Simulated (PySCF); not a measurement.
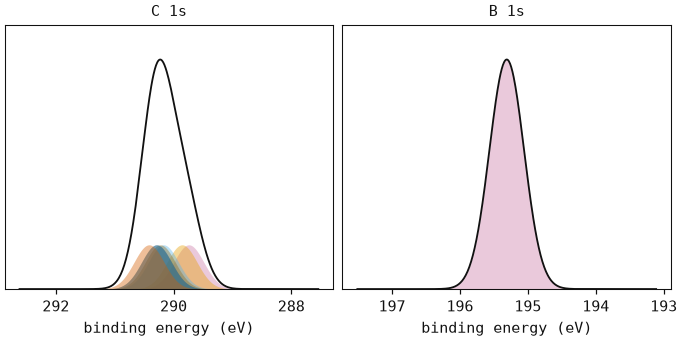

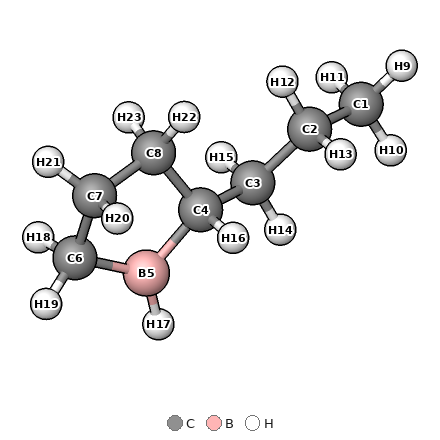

Simulated XPS of C₇H₁₅B, SMILES CCC[C@@H]1BCCC1. Vertical core-electron binding energies by ΔSCF (SCAN, pcX-2 on the ionised atom, pcseg-1 elsewhere, spin-free X2C; PySCF 2.14.0, at a PBE0-D3(BJ)/def2-SVP geometry (no frequency check)), gas phase, against the vacuum level. One atom of each kind was ionised; within a panel, areas follow the number of like atoms, each panel is scaled alone, Gaussians of 0.6 eV full width. Only the regions named are shown. Lines closer than the width merge in the curve.

Q: Which atoms give which peak?

A:
```tsv
level	atoms	binding energy (eV)
C 1s	C1	290.4
C 1s	C7	290.3
C 1s	C2	290.3
C 1s	C3	290.2
C 1s	C8	290.2
C 1s	C6	289.9
C 1s	C4	289.7
B 1s	B5	195.3
```

Q: How large is the chemical shift across the C 1s region?

A: 0.7 eV, from C4 at 289.7 eV to C1 at 290.4 eV.

Note: one conformer of a flexible molecule.
